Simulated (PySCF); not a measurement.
# C4H12FPSi2: what the fields show

Input

```
{"job": {"kind": "nmr", "xc": "PBE0", "basis": "pcSseg-1"}, "charge": 0, "multiplicity": 1}
C     -2.044061     1.395232    -1.001823
C     -1.893607     0.216181    -0.425343
C     -1.152655    -0.010243     0.848803
C     -1.845931    -1.037671     1.726653
F     -1.761162    -2.293622     1.170434
Si     0.632872    -0.590468     0.433678
P      1.654184     1.194110    -0.428660
Si     3.535174     0.270298    -1.180880
H     -1.653308     2.294854    -0.553799
H     -2.560373     1.512153    -1.939321
H     -2.284701    -0.679889    -0.889692
H     -1.096391     0.926424     1.410044
H     -1.370262    -1.104567     2.709791
H     -2.914232    -0.823115     1.846166
H      0.577514    -1.768246    -0.435681
H      1.328601    -0.937757     1.677973
H      0.990428     1.170725    -1.636346
H      3.308003    -0.949331    -1.959315
H      4.196856     1.270108    -2.018103
H      4.347900    -0.044499    -0.008520
```

Command:

```sh
OMP_NUM_THREADS=1 python probes_run.py task.json out
```

Geometry: GFN2-xTB.

Method: PBE0/pcSseg-1, SCF density, gas phase, non-relativistic (PySCF).

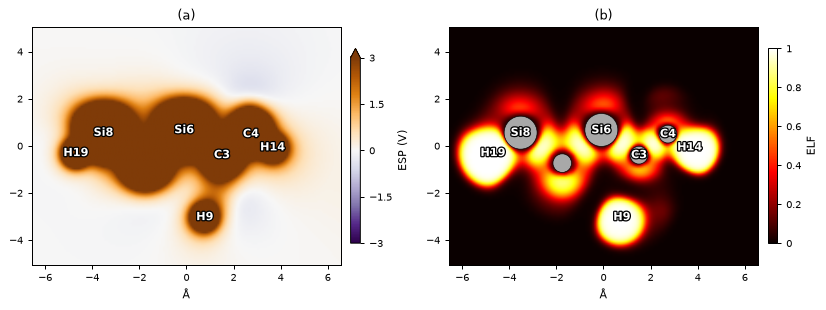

Figure 1. (a) electrostatic potential; (b) ELF on the plane of atoms C4, C3 and Si6. Grey discs cover the atomic cores in the ELF map.

### What do the fields say about this system?

The plane passes through C, Si and H nuclei. C–Si (1.92 Å): the ELF peaks at about 0.95 between the atoms: a covalent bond. C–H (1.10 Å): the ELF climbs to about 1 towards the hydrogen, as it does in any bond to H (an ordinary covalent bond to hydrogen). C–C (1.52 Å): the ELF peaks at about 0.95 between the atoms: a shared electron pair. Outside the dense part of the molecule the potential is most negative (−0.5 V) near F5, which lies off the plane.

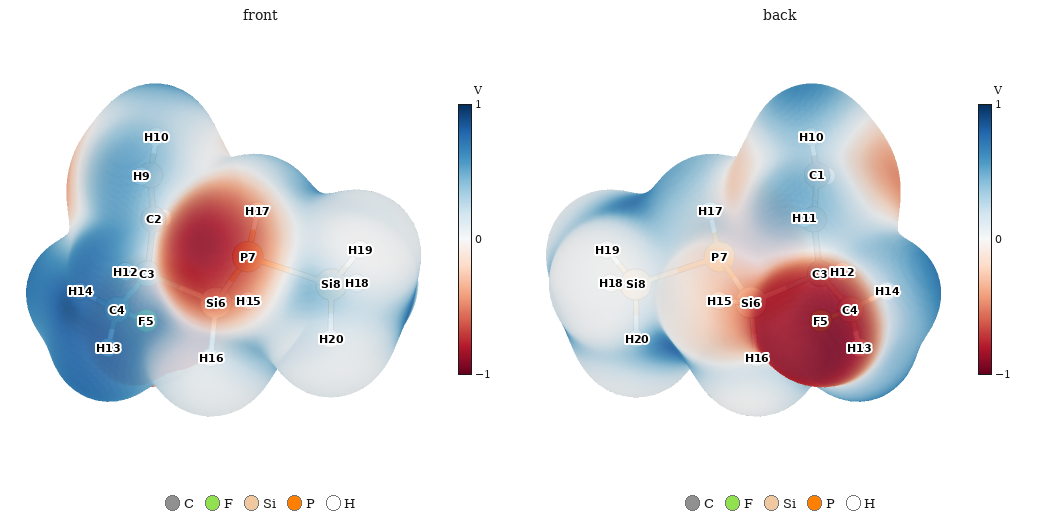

Figure 2. The molecular electrostatic potential painted on the density surface at 0.001 e/bohr³, seen from the front and from behind; the colour scale runs from red (negative) to blue (positive).

### Where is the surface potential most negative and most positive?

The most negative region (about −0.9 V, or −21 kcal/mol for a unit charge) lies over F5 and P7, the most positive (about +0.8 V, or +18 kcal/mol for a unit charge) over C4, Si6, H12 and H13.
